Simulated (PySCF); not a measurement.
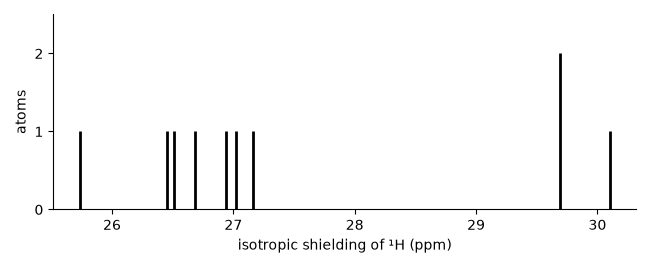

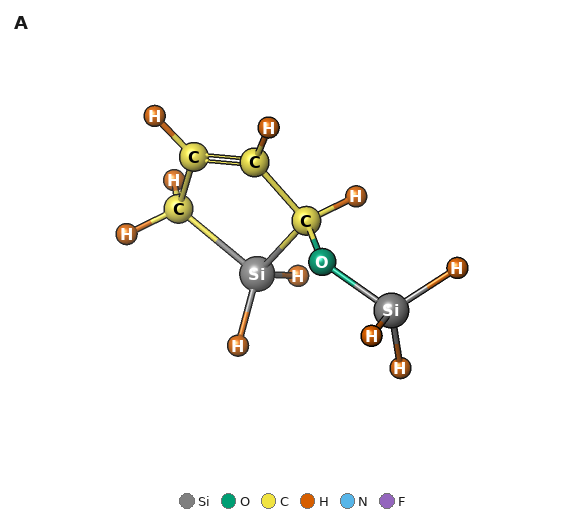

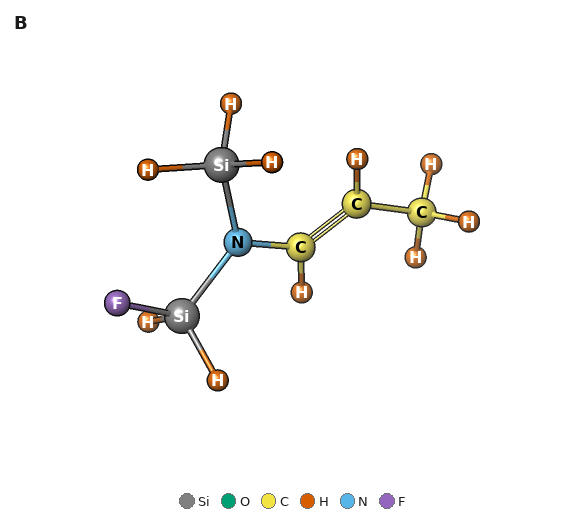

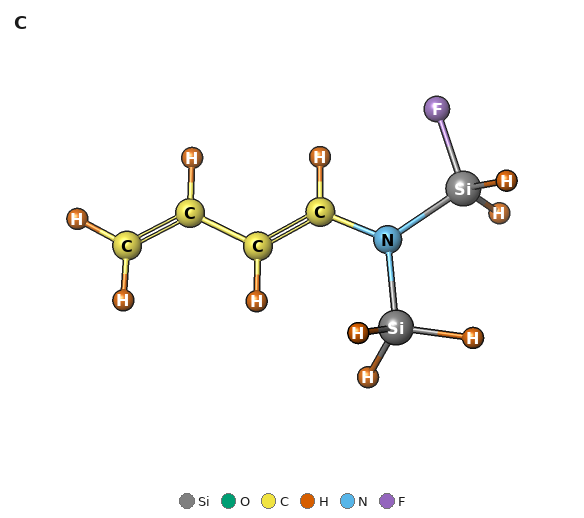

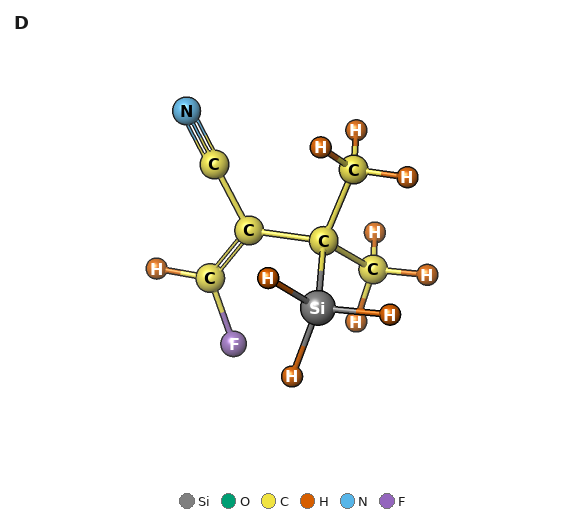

The sticks are computed shieldings of one of the molecules, for one fixed geometry (GFN2-xTB) without averaging over rotations. Low shielding means a high chemical shift. Method: GIAO PBE0/pcSseg-1 NMR shielding, non-relativistic, gas phase (PySCF 2.14.0).

Question: Match the spectrum to a structure.

Answer: B, `C/C=C/N([SiH3])[SiH2]F`. Its 10 H atoms give lines at 25.73, 26.45, 26.51, 26.68, 26.94, 27.02, 27.16, 29.69 (2 atoms), 30.10 ppm.

The geometry is semi-empirical. Around Si such bond lengths and angles can be off by a tenth of an ångström or more and by several degrees, and values that hang on the shape move with them.
